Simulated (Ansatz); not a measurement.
CH2GeP (doublet)

Input

```
basis:
  gaussian: {orbitals: def2-TZVPD}
crystal:
  periodic: [false, false, false]
  atoms:
    - {symbol: C, position_ang: [-0.660637, -0.114498, -2.382653]}
    - {symbol: Ge, position_ang: [0.674862, -0.983050, -1.429979]}
    - {symbol: P, position_ang: [-1.305940, 0.894882, -1.128382]}
    - {symbol: H, position_ang: [-0.326460, 0.363229, -0.123495]}
    - {symbol: H, position_ang: [-1.047476, -0.119462, -3.404438]}
output: {forces: true, orbitals: {seedname: orbitals}}
hamiltonian: {xc: {name: PBE0}}
magnetization: {spin_polarized: true, initial_magnetization: 1}
```

Run with:

```sh
ansatz run input.yaml --threads 1 --pin off --max-ram 2610MiB --events-out events.jsonl --progress --plain --runs-dir runs
```

Geometry: PBE0-D3(BJ)/def2-SVP.

The calculation used isolated molecule in a Gaussian basis; Kohn-Sham density functional theory, functional PBE0 (Ansatz 0.2.0).

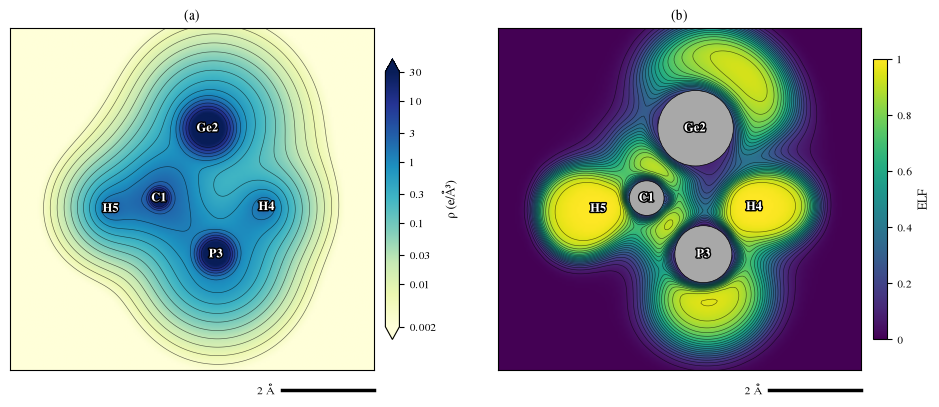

Figure 1. (a) total electron density; (b) electron localisation function on the molecular plane. Grey discs cover the atomic cores in the ELF map.

Q: Describe what can be read from this map.

A:
- The plane passes through C, Ge, P and H nuclei.
- C–P (1.73 Å): ρ is about 1.3 e/Å³ halfway; the ELF peaks at about 0.90 between the atoms (a covalent bond).
- C–Ge (1.86 Å): ρ at the midpoint is about 0.96 e/Å³; the ELF peaks at about 0.85 in the valence shell of C, 0.7 Å from its nucleus, and is about 0.50 at the midpoint.
- Ge–P (2.75 Å): ρ is about 0.37 e/Å³ halfway; the ELF is about 0.30 at the midpoint.
- C–H (1.09 Å): ρ is about 2 e/Å³ halfway; the ELF climbs to about 1 towards the hydrogen, as it does in any bond to H: a covalent bond by its length.
- P–H (1.50 Å): the density is about 0.92 e/Å³ at the midpoint; the ELF climbs to about 1 towards the hydrogen.
- The ELF also peaks beside P3, away from the bonds: non-bonding electrons, paired or unpaired.

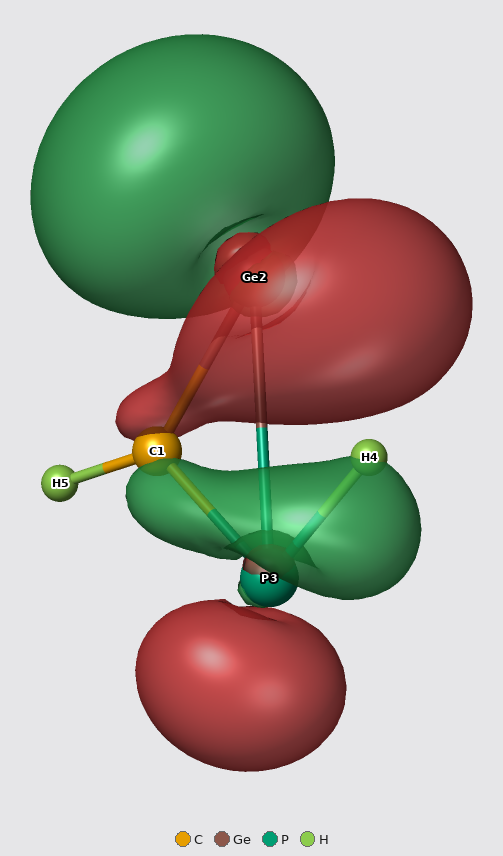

Figure 2. The LUMO (α) at ±0.1 Å⁻³ᐟ² (green and red are the two phases), seen at a tilt.

Q: What is the character of this orbital?

A: By Hirshfeld shares it lies mainly on Ge2 (about 70 %) and P3 (about 20 %); it is symmetric in the molecular plane (an in-plane orbital: σ, lone-pair or in-plane π type). Its energy is −2.15 eV.

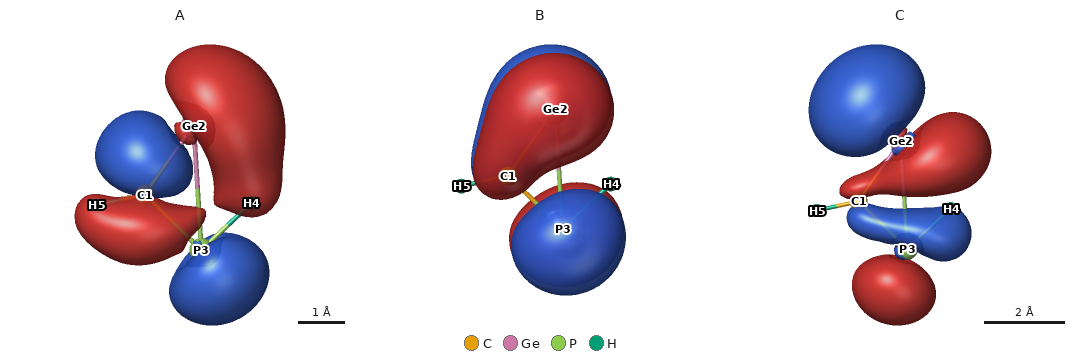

Figure 3. Three frontier orbitals at ±0.08 Å⁻³ᐟ² (blue and red are the two phases), in no order.

Q: Which picture is the HOMO−1, the HOMO and the LUMO? All are α orbitals.

A: A is the HOMO−1 (α) (−7.70 eV). Its weight (Hirshfeld) is mainly on Ge2 (about 45 %), C1 (about 30 %) and P3 (about 20 %); it is symmetric in the molecular plane (an in-plane orbital: σ, lone-pair or in-plane π type). B is the HOMO (α) (−4.96 eV). By Hirshfeld shares it lies mainly on Ge2 (about 45 %), P3 (about 40 %) and C1 (about 10 %); it changes sign across the molecular plane (π type); π-antibonding (a node) across Ge2–P3. C is the LUMO (α) (−2.15 eV). Its weight (Hirshfeld) is mainly on Ge2 (about 70 %) and P3 (about 20 %); it is symmetric in the molecular plane (an in-plane orbital: σ, lone-pair or in-plane π type).

Q: What is the gap between the highest occupied and lowest empty α orbitals?

A: 2.81 eV between the orbital energies.
